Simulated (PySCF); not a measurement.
# HO2, doublet, SMILES `O[O]`: electronic structure

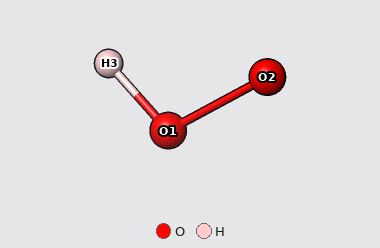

The molecule, with its atoms numbered as below. No frequency check shows the geometry to be a minimum.

Cartesian coordinates (Å):

```
O1       0.5835    0.1264    0.0000
O2      -0.7092   -0.0311    0.0000
H3       1.0054   -0.7624    0.0000
```

### 1. Bonding charge

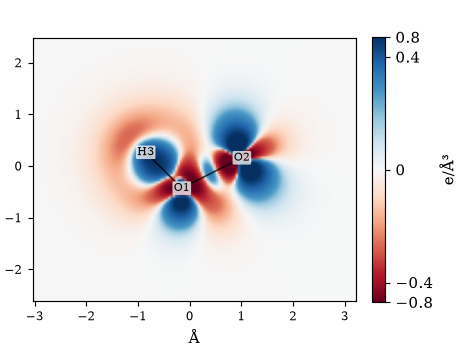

Deformation density (molecule less spherical, spin-averaged free atoms) in the molecular plane; colour scale in e/Å³, logarithmic beyond ±0.1; blue: gain, red: loss.

Computed with PySCF, PBE/def2-TZVP, geometry: GFN2-xTB. The stability of the open-shell solution wasn't checked. GFN2-xTB doesn't know the spin state, so this open-shell geometry is rough.

> How much density has each bond in this plane gained at its critical point, relative to the free atoms?

O1–H3: +0.79 e/Å³ at the bond critical point (bond length 0.98 Å, Mayer order 0.9). O1–O2: +0.15 e/Å³ at the bond critical point (bond length 1.30 Å, Mayer order 1.3). In all, 0.7 electrons gather in the regions of gain relative to the promolecule.

### 2. Local ionisation energy

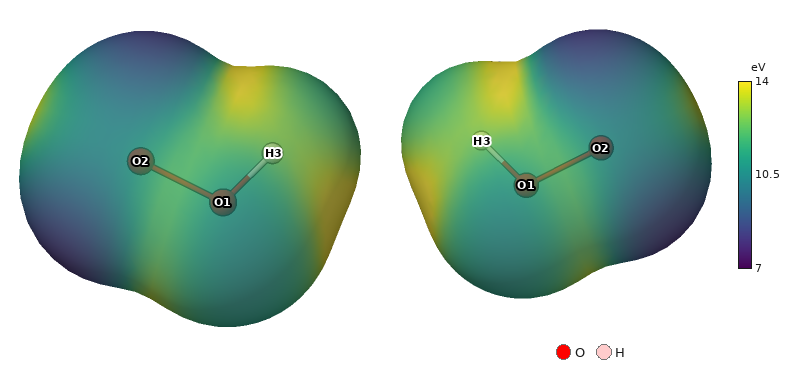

Average local ionisation energy on the surface of electron density 0.001 a.u. (back view left, front view right).

> Where are the most loosely bound electrons on this surface?

The lowest value is 8.0 eV, 1.9 Å from O2. Further minima include 8.2 eV, 1.9 Å from O2; 10.7 eV, off the molecular plane, over O1 (1.8 Å), and at like points elsewhere; 11.6 eV, 1.2 Å from H3. For comparison, the highest occupied orbital lies at −6.0 eV.

> What volume does the surface enclose, and what is the dipole moment?

About 38 Å³; the dipole moment is 2.3 D.

### 3. Spin density

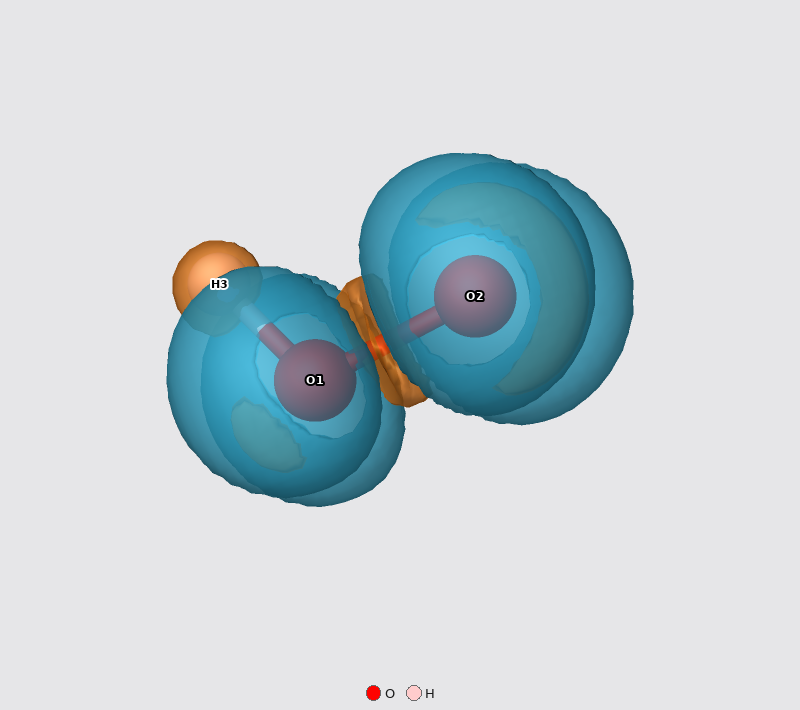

Spin density ρα − ρβ at ±0.01 e/Å³ (light blue: excess α, orange: excess β).

> How is the spin shared among the atoms?

Hirshfeld spin populations: O2 +0.67 and O1 +0.32. ⟨S²⟩ = 0.75, as for a pure state. The picture also shows regions of β spin from spin polarisation; the Hirshfeld sums, whose atoms overlap, net them against the α spin of neighbours.

### 4. In an electric field

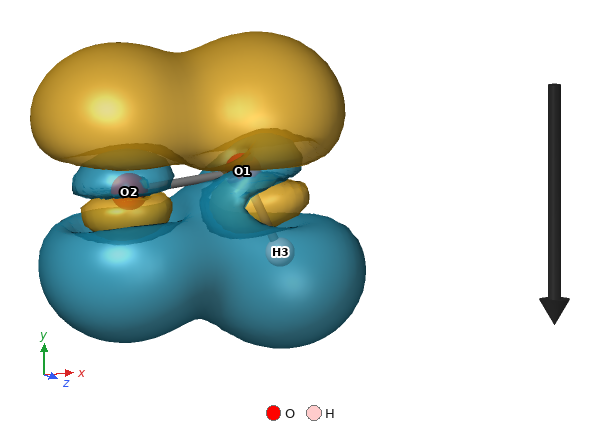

Change of the electron density in a uniform field of 0.10 V/Å along −y (arrow), surfaces at ±0.0003 e/Å³ (yellow: gain, teal: loss).

PySCF calculation, B3LYP/def2-SVPD, gas phase; geometry: GFN2-xTB. The stability of the open-shell solution wasn't checked. GFN2-xTB doesn't know the spin state, so this open-shell geometry is rough.

> What dipole is induced, and what polarisability does it imply?

The induced dipole is 0.06 D (along the field); α along this axis, from the fields in both directions, is 11 bohr³ (1.7 Å³).

> Which atoms gain and lose the most charge?

Electrons gather most on O1 (Hirshfeld charge changes by −0.003 e) and leave H3 most (+0.003 e); 0.007 electrons are displaced in all.

### 5. Removing or adding an electron

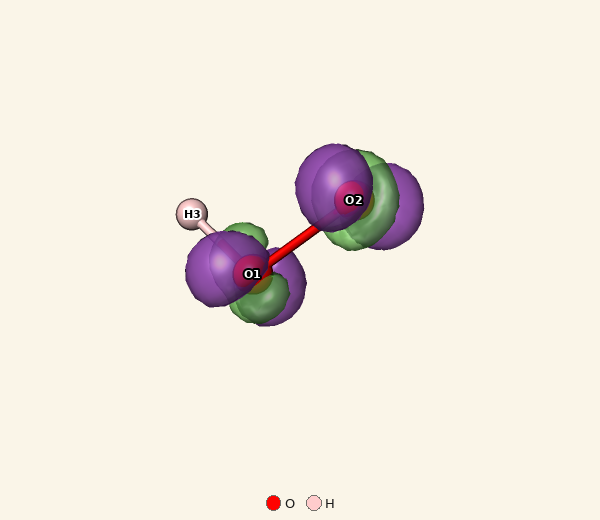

Fukui function f⁻ = ρ(N) − ρ(N−1) at fixed geometry, surfaces at ±0.2 e/Å³ (purple positive, green negative).

PySCF calculation, HF/def2-SVPD, gas phase; geometry: GFN2-xTB. GFN2-xTB doesn't know the spin state, so this open-shell geometry is rough.

> On which atoms does the density change most on removal of an electron?

f⁻ (Hirshfeld-condensed) is largest on O2 (0.49) and O1 (0.38); the vertical ionisation energy is 12.87 eV (to the singlet cation, which needn't be its lowest state). Condensed values hint at sites of electrophilic attack but needn't mark the atom that reacts. Orbital relaxation makes it negative in places (0.18 e in all).

The PySCF runs shown took 4.7 s, 6.4 s and 1.5 s on 1 thread of Intel(R) Xeon(R) Platinum 8488C (Sapphire Rapids), on a shared host.
